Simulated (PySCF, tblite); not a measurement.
# C5H12OS: a rotation path, then NMR shifts on frames

Aim: move C5H12OS (`CC[C@@H](C)[S@](C)=O`) away from its starting geometry and see how NMR shifts follow the geometry.

Programs: tblite 0.8.0 and PySCF 2.14.0, with density-fitted response routines of our own. Each step states its level of theory. These are calculated values for one molecule in the gas phase, unless marked as measured. Atoms are numbered from 0 throughout.

## 1. The molecule as given

19 atoms, charge 0, multiplicity 1; geometry from: GFN2-xTB.

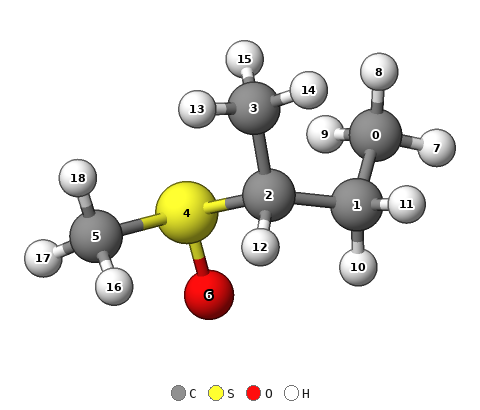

As it starts; carbon grey, sulfur yellow, oxygen red, hydrogen white, atoms numbered.

## 2. A band between two rotamers with GFN2-xTB

What the job is given:

```
{"job": {"kind": "neb", "xc": "GFN2-xTB", "basis": "xTB", "atoms": [3, 2, 4, 5], "turn": 120}, "charge": 0, "multiplicity": 1}
C     -2.237257    -0.579153    -0.011160
C     -1.247398     0.039087    -0.990594
C      0.079179     0.422420    -0.345268
C     -0.059156     1.345287     0.850770
S      0.892402    -1.174824     0.206827
C      2.604573    -0.491469     0.344364
O      0.911206    -2.033746    -0.978512
H     -3.129974    -0.901057    -0.541853
H     -2.536827     0.133283     0.753274
H     -1.793029    -1.447725     0.470775
H     -1.032262    -0.686256    -1.778750
H     -1.690680     0.922949    -1.457758
H      0.729877     0.859326    -1.106319
H      0.901656     1.766408     1.136355
H     -0.729749     2.170044     0.615383
H     -0.464064     0.805031     1.702926
H      2.877774     0.008994    -0.577728
H      3.266190    -1.335166     0.511363
H      2.647735     0.185818     1.188445
```

Level: GFN2-xTB climbing-image nudged elastic band, gas phase.

The run is started by

```console
> OMP_NUM_THREADS=1 python probes_run.py task.json out
```

The driver reads the jobs from task.json and runs them one after another.

Standard output:

```text
image   E - E0 / eV
  0      -0.0000
  1       0.0109
  2       0.0409
  3       0.0828
  4       0.1209
  5       0.1405
  6       0.1344
  7       0.1161
  8       0.0982
```

Run time: 2.9 s. Hardware: 1 thread of Arm Neoverse V2, shared host; peak memory 0.18 GiB.

The final band, with the dihedral C3–C2–S4–C5:

| image | dihedral (°) | energy (eV) | energy (kcal/mol) |
| --- | --- | --- | --- |
| 0 | -76 | 0.000 | 0.0 |
| 1 | -62 | 0.011 | 0.3 |
| 2 | -49 | 0.041 | 0.9 |
| 3 | -36 | 0.083 | 1.9 |
| 4 | -23 | 0.121 | 2.8 |
| 5 | -9 | 0.141 | 3.2 |
| 6 | 6 | 0.134 | 3.1 |
| 7 | 21 | 0.116 | 2.7 |
| 8 | 30 | 0.098 | 2.3 |

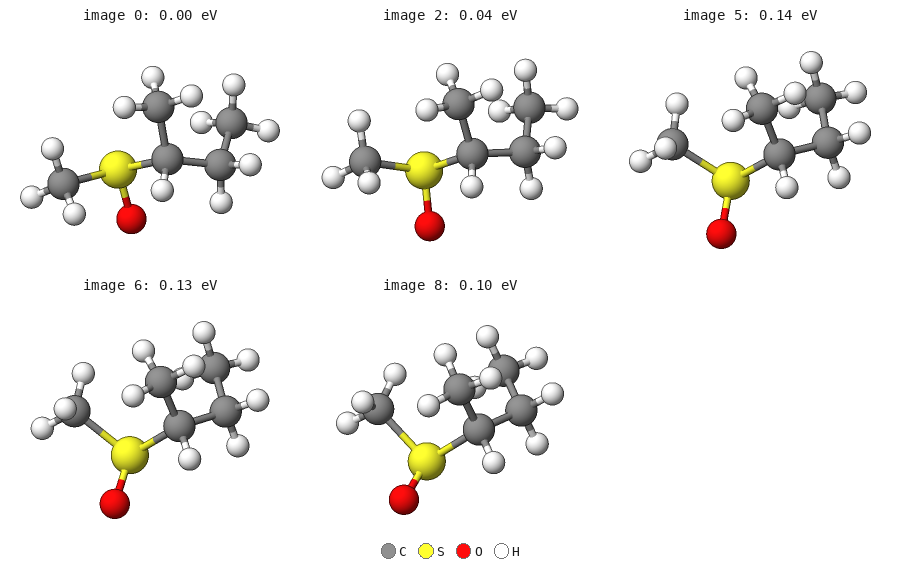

Images along the band.

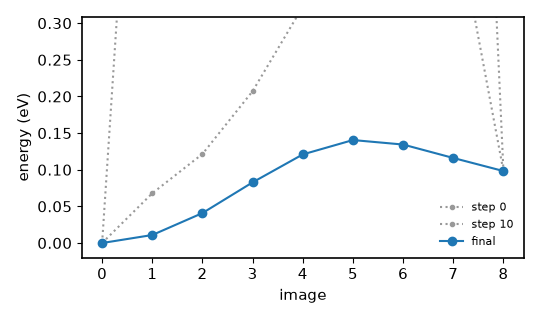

Energy along the band, early and final.

## 3. NMR shieldings: image 0, PBE0/pcSseg-1

What the job is given:

```
{"job": {"kind": "nmr", "xc": "PBE0", "basis": "pcSseg-1", "pop": false}, "charge": 0, "multiplicity": 1}
C     -2.237300    -0.579200    -0.011200
C     -1.247400     0.039100    -0.990600
C      0.079200     0.422400    -0.345300
C     -0.059200     1.345300     0.850800
S      0.892400    -1.174800     0.206800
C      2.604600    -0.491500     0.344400
O      0.911200    -2.033700    -0.978500
H     -3.130000    -0.901100    -0.541900
H     -2.536800     0.133300     0.753300
H     -1.793000    -1.447700     0.470800
H     -1.032300    -0.686300    -1.778800
H     -1.690700     0.922900    -1.457800
H      0.729900     0.859300    -1.106300
H      0.901700     1.766400     1.136400
H     -0.729700     2.170000     0.615400
H     -0.464100     0.805000     1.702900
H      2.877800     0.009000    -0.577700
H      3.266200    -1.335200     0.511400
H      2.647700     0.185800     1.188400
```

Method: GIAO PBE0/pcSseg-1 NMR shielding, non-relativistic, gas phase.

Standard output:

```text
coarse grid: 15584 points
cycle   1  E = -670.3854132855  dE =  8.774e-01  |g| = 9.133e-01  |ddm| = 3.827e+00
cycle   2  E = -669.7008299305  dE =  6.846e-01  |g| = 2.025e+00  |ddm| = 3.850e+00
cycle   3  E = -670.5363084210  dE = -8.355e-01  |g| = 2.700e-01  |ddm| = 3.287e+00
cycle   4  E = -670.5522043768  dE = -1.590e-02  |g| = 9.965e-02  |ddm| = 3.621e-01
cycle   5  E = -670.5545555724  dE = -2.351e-03  |g| = 1.903e-02  |ddm| = 1.109e-01
cycle   6  E = -670.5546339699  dE = -7.840e-05  |g| = 7.064e-03  |ddm| = 2.655e-02
cycle   7  E = -670.5546460741  dE = -1.210e-05  |g| = 1.231e-03  |ddm| = 7.774e-03
cycle   8  E = -670.5546464170  dE = -3.429e-07  |g| = 4.650e-04  |ddm| = 2.228e-03
final grid: 143464 points
cycle   9  E = -670.6114594012  dE = -5.000e-05  |g| = 1.191e-02  |ddm| = 3.525e-02
cycle  10  E = -670.6114126422  dE =  4.676e-05  |g| = 1.879e-02  |ddm| = 2.931e-02
cycle  11  E = -670.6114908491  dE = -7.821e-05  |g| = 3.425e-03  |ddm| = 2.169e-02
cycle  12  E = -670.6114931273  dE = -2.278e-06  |g| = 2.736e-04  |ddm| = 3.335e-03
cycle  13  E = -670.6114931435  dE = -1.618e-08  |g| = 1.275e-04  |ddm| = 5.098e-04
cycle  14  E = -670.6114931471  dE = -3.579e-09  |g| = 4.132e-05  |ddm| = 1.577e-04
cycle  15  E = -670.6114931475  dE = -4.013e-10  |g| = 7.479e-06  |ddm| = 4.589e-05
converged SCF energy = -670.6114931475

GIAO shielding tensors (ppm)
atom      isotropic    diamagn.    paramagn.     s11        s22        s33       span
  0 C      177.992     248.663     -70.671    172.733    175.304    185.940     13.207
  1 C      161.975     248.382     -86.407    150.229    162.858    172.838     22.609
  2 C      118.298     255.410    -137.112     93.184    105.794    155.916     62.732
  3 C      173.500     250.024     -76.524    159.684    174.413    186.404     26.720
  4 S      174.897    1054.668    -879.771      9.954     69.090    445.648    435.694
  5 C      143.265     254.513    -111.248    115.814    127.153    186.829     71.015
  6 O      280.193     398.702    -118.509     62.064    316.581    461.935    399.871
  7 H       30.780      28.382       2.398     26.084     27.545     38.711     12.627
  8 H       30.849      30.641       0.209     25.827     30.322     36.398     10.571
  9 H       30.560      30.725      -0.165     24.920     30.751     36.008     11.088
 10 H       29.012      32.080      -3.068     24.548     28.358     34.129      9.580
 11 H       30.256      31.385      -1.129     25.039     28.586     37.144     12.105
 12 H       29.248      35.288      -6.040     26.326     28.400     33.018      6.692
 13 H       30.812      31.735      -0.924     25.418     30.005     37.012     11.594
 14 H       30.647      31.050      -0.404     25.844     28.382     37.714     11.870
 15 H       30.701      31.719      -1.018     27.054     29.373     35.676      8.622
 16 H       29.456      31.535      -2.079     25.939     28.522     33.906      7.966
 17 H       29.109      29.044       0.065     25.827     26.796     34.704      8.877
 18 H       29.730      31.444      -1.714     25.080     28.987     35.122     10.042
```

Wall time 21 s (1 thread of Arm Neoverse V2, shared host); peak memory 0.84 GiB.

Shifts follow as δ = σ(reference) − σ, with reference shieldings (ppm) from runs at the same level and on the same kind of geometry: 1H TMS 31.72, 13C TMS 186.9, 17O H2O 336.1, 33S CS2 504. The references are single molecules in the gas phase, so shifts against H2O, NH3, PH3, H3PO4 or CFCl3 are not on the usual liquid scales and can be off by tens of ppm. Each atom is listed at this fixed geometry, with no averaging over motion; a spectrum would average atoms that exchange fast.

| atoms | environment | σ (ppm) | δ (ppm) |
| --- | --- | --- | --- |
| C2 | sp3 CH bonded to S | 118.3 | 68.6 |
| C5 | methyl carbon bonded to S | 143.3 | 43.7 |
| C1 | sp3 CH2 | 162.0 | 25.0 |
| C3 | methyl carbon | 173.5 | 13.4 |
| C0 | methyl carbon | 178.0 | 8.9 |
| H10 | hydrogen on an sp3 CH2 | 29.01 | 2.71 |
| H17 | hydrogen on a methyl carbon bonded to S | 29.11 | 2.61 |
| H12 | hydrogen on an sp3 CH bonded to S | 29.25 | 2.47 |
| H16 | hydrogen on a methyl carbon bonded to S | 29.46 | 2.26 |
| H18 | hydrogen on a methyl carbon bonded to S | 29.73 | 1.99 |
| H11 | hydrogen on an sp3 CH2 | 30.26 | 1.46 |
| H9 | hydrogen on a methyl carbon | 30.56 | 1.16 |
| H14 | hydrogen on a methyl carbon | 30.65 | 1.07 |
| H15 | hydrogen on a methyl carbon | 30.70 | 1.02 |
| H7 | hydrogen on a methyl carbon | 30.78 | 0.94 |
| H13 | hydrogen on a methyl carbon | 30.81 | 0.91 |
| H8 | hydrogen on a methyl carbon | 30.85 | 0.87 |
| S4 | sulfoxide sulfur | 175 | 329 |
| O6 | S=O oxygen | 280.2 | 55.9 |

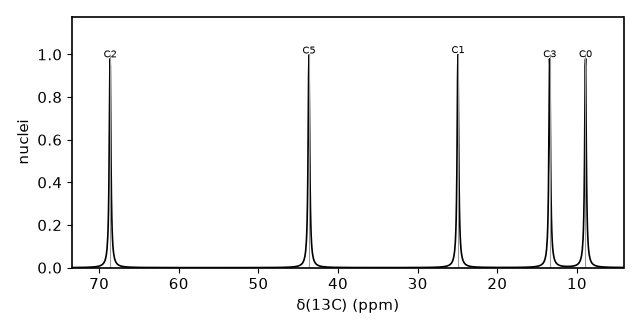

13C lines at the computed shifts, without couplings. Lines are broadened to a width of 0.24 ppm (Lorentzian).

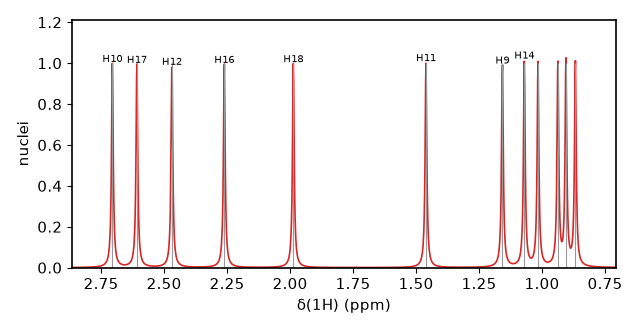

1H lines at the computed shifts, without couplings. Lines are broadened to a width of 0.01 ppm (Lorentzian).

## 4. Shielding tensors: image 2, PBE0/pcSseg-1

What the job is given:

```
{"job": {"kind": "nmr", "xc": "PBE0", "basis": "pcSseg-1", "pop": false}, "charge": 0, "multiplicity": 1}
C     -2.199300    -0.586700     0.120100
C     -1.349900     0.028300    -0.986500
C      0.060800     0.388900    -0.526800
C      0.076000     1.337200     0.656300
S      0.913200    -1.233200    -0.127000
C      2.457000    -0.515800     0.597700
O      1.299500    -1.774600    -1.430500
H     -3.176400    -0.860100    -0.269900
H     -2.348600     0.113600     0.937700
H     -1.723200    -1.483700     0.509900
H     -1.269700    -0.681000    -1.813200
H     -1.841200     0.929300    -1.366100
H      0.616700     0.803200    -1.371900
H      1.056100     1.788200     0.784300
H     -0.641100     2.141300     0.499000
H     -0.192100     0.813200     1.570900
H      2.864100     0.235000    -0.069200
H      3.164300    -1.331600     0.706600
H      2.223900    -0.102000     1.571200
```

Level: GIAO PBE0/pcSseg-1 NMR shielding, non-relativistic, gas phase.

Standard output:

```text
coarse grid: 15584 points
cycle   1  E = -670.3824124823  dE =  8.775e-01  |g| = 9.154e-01  |ddm| = 3.831e+00
cycle   2  E = -669.6939983588  dE =  6.884e-01  |g| = 2.029e+00  |ddm| = 3.799e+00
cycle   3  E = -670.5335272409  dE = -8.395e-01  |g| = 2.735e-01  |ddm| = 3.242e+00
cycle   4  E = -670.5498387593  dE = -1.631e-02  |g| = 1.011e-01  |ddm| = 3.659e-01
cycle   5  E = -670.5522571075  dE = -2.418e-03  |g| = 1.897e-02  |ddm| = 1.130e-01
cycle   6  E = -670.5523346235  dE = -7.752e-05  |g| = 7.116e-03  |ddm| = 2.673e-02
cycle   7  E = -670.5523468970  dE = -1.227e-05  |g| = 1.264e-03  |ddm| = 7.881e-03
cycle   8  E = -670.5523472643  dE = -3.673e-07  |g| = 4.646e-04  |ddm| = 2.371e-03
final grid: 143464 points
cycle   9  E = -670.6088552942  dE = -6.200e-05  |g| = 1.199e-02  |ddm| = 3.731e-02
cycle  10  E = -670.6088079449  dE =  4.735e-05  |g| = 1.892e-02  |ddm| = 2.930e-02
cycle  11  E = -670.6088870018  dE = -7.906e-05  |g| = 3.434e-03  |ddm| = 2.174e-02
cycle  12  E = -670.6088892918  dE = -2.290e-06  |g| = 3.101e-04  |ddm| = 3.321e-03
cycle  13  E = -670.6088893129  dE = -2.107e-08  |g| = 1.299e-04  |ddm| = 5.484e-04
cycle  14  E = -670.6088893164  dE = -3.578e-09  |g| = 4.621e-05  |ddm| = 1.628e-04
cycle  15  E = -670.6088893169  dE = -5.048e-10  |g| = 7.680e-06  |ddm| = 5.079e-05
converged SCF energy = -670.6088893169

GIAO shielding tensors (ppm)
atom      isotropic    diamagn.    paramagn.     s11        s22        s33       span
  0 C      177.487     248.486     -70.999    170.366    176.433    185.663     15.297
  1 C      160.393     248.387     -87.994    148.317    162.034    170.828     22.510
  2 C      115.277     254.481    -139.203     77.947    111.083    156.802     78.856
  3 C      172.104     250.539     -78.435    153.762    178.938    183.610     29.848
  4 S      177.239    1054.210    -876.971     18.993     80.367    432.358    413.366
  5 C      144.588     255.212    -110.624    115.069    136.275    182.421     67.351
  6 O      281.969     397.354    -115.386     73.499    316.114    456.293    382.794
  7 H       30.778      28.261       2.517     26.105     27.661     38.569     12.464
  8 H       30.938      30.706       0.231     25.917     30.604     36.292     10.376
  9 H       30.446      30.491      -0.045     24.764     30.487     36.087     11.322
 10 H       29.203      31.577      -2.374     24.694     28.305     34.610      9.916
 11 H       30.159      31.177      -1.018     25.086     28.446     36.944     11.858
 12 H       29.252      34.355      -5.102     26.046     28.987     32.725      6.679
 13 H       30.412      32.125      -1.713     25.348     29.876     36.011     10.663
 14 H       30.841      31.176      -0.335     25.889     28.815     37.821     11.932
 15 H       30.947      32.279      -1.331     27.891     29.271     35.680      7.789
 16 H       29.256      31.621      -2.364     25.570     28.671     33.529      7.959
 17 H       29.261      29.115       0.146     26.158     26.890     34.737      8.579
 18 H       29.972      31.670      -1.698     25.282     29.632     35.002      9.719
```

Run time: 21 s. Hardware: 1 thread of Arm Neoverse V2, shared host; peak memory 0.86 GiB.

Key values: δ C2 71.6, C5 42.3, C1 26.5, C3 14.8, H10 2.51, H12 2.46 ppm.

(Part 1 of 2 ends here.)
